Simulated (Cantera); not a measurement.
Input: 1 mol PbO, 0.18 mol H₂, 92 mol N₂, at 0.100 bar.

Cantera equilibrium calculation (NASA polynomials, part measured and part estimated; ideal gas, pure solids and liquids). Candidate condensed phases: H₂O, Pb, PbO, PbO₂, Pb₃O₄; 27 gas species. Mutual solubility and eutectic melting of coexisting phases are not modelled. Gases not in the tables: (PbO)n polymers. The numbers say what is thermodynamically allowed, not how fast it happens.

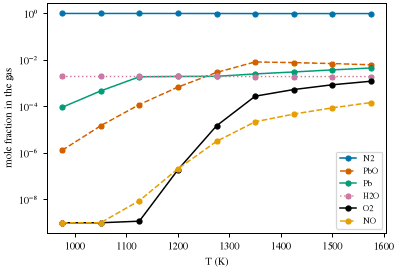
*Equilibrium gas composition (values under 1e-9 drawn at 1e-9)*

From 975 K to 1125 K the condensed part is Pb(l) + PbO(yellow). From 1200 K to 1275 K the condensed part is PbO(l). From 1350 K to 1575 K nothing is condensed.
